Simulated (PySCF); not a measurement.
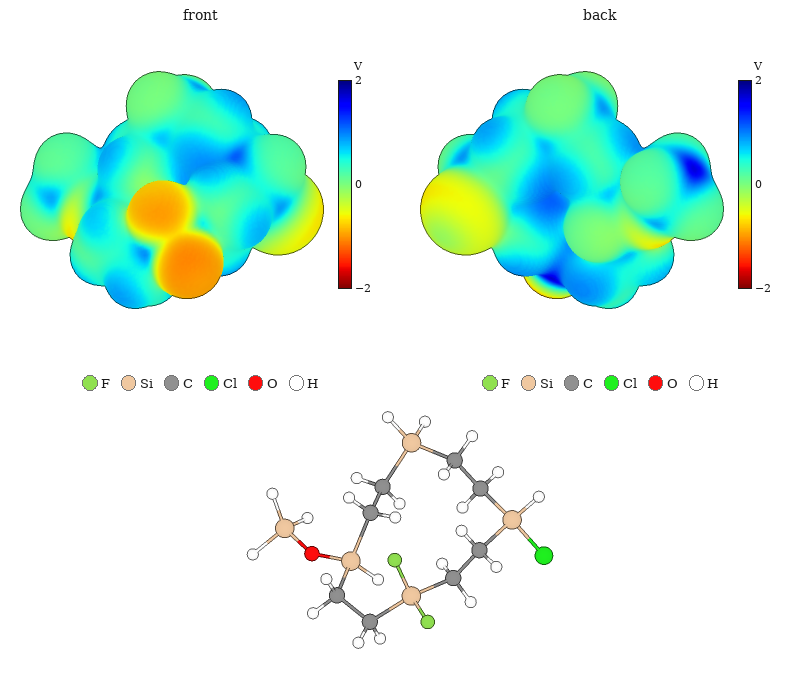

Figure. C8H23ClF2OSi5. The molecular electrostatic potential painted on the density surface at 0.002 e/bohr³, seen from the front and from behind; the colour scale runs from red (negative) to blue (positive). The bare structure is drawn below in the same view.

Geometry: GFN2-xTB.

Theory: mPW1PW91/6-31G*, SCF density, gas phase, non-relativistic (PySCF).

```csv
atom,x (Å),y (Å),z (Å)
F,2.1403,-3.8978,0.5494
Si,1.0920,-2.6983,0.2952
F,1.0086,-2.1105,1.7950
C,1.9023,-1.3914,-0.8067
C,3.0912,-0.7056,-0.1096
Si,3.5916,0.9443,-0.9278
Cl,3.9940,0.6087,-2.8891
C,2.1229,2.1520,-0.8063
C,1.7154,2.4713,0.6381
Si,-0.0677,3.1370,0.7806
C,-1.2389,1.8304,0.0366
C,-1.0766,0.4438,0.6690
Si,-1.9936,-0.9004,-0.3143
O,-3.5874,-0.5786,-0.2917
Si,-4.8620,0.4219,-0.2336
C,-1.7892,-2.6546,0.3857
C,-0.5865,-3.4174,-0.1822
H,2.2526,-1.8363,-1.7386
H,1.1576,-0.6479,-1.0912
H,3.9306,-1.4004,-0.0846
H,2.8393,-0.5106,0.9331
H,4.8030,1.4816,-0.3025
H,2.3434,3.0860,-1.3254
H,1.2736,1.7143,-1.3368
H,2.4274,3.1809,1.0591
H,1.7966,1.5729,1.2517
H,-0.3815,3.3653,2.1968
H,-0.1966,4.3934,0.0292
H,-2.2780,2.1446,0.1435
H,-1.0650,1.7596,-1.0394
H,-1.4480,0.4804,1.6948
H,-0.0198,0.1940,0.7431
H,-1.6112,-0.8497,-1.7369
H,-6.0040,-0.4611,-0.4475
H,-4.7119,1.4195,-1.2931
H,-4.8788,1.0608,1.0827
H,-1.7022,-2.6198,1.4722
H,-2.6954,-3.2214,0.1668
H,-0.6200,-4.4487,0.1793
H,-0.6846,-3.4725,-1.2668
```

> Describe the electrostatic potential map.

The most negative region (about −1.0 V) lies over F1, the most positive (about +1.5 V) over Si2 and Si15.
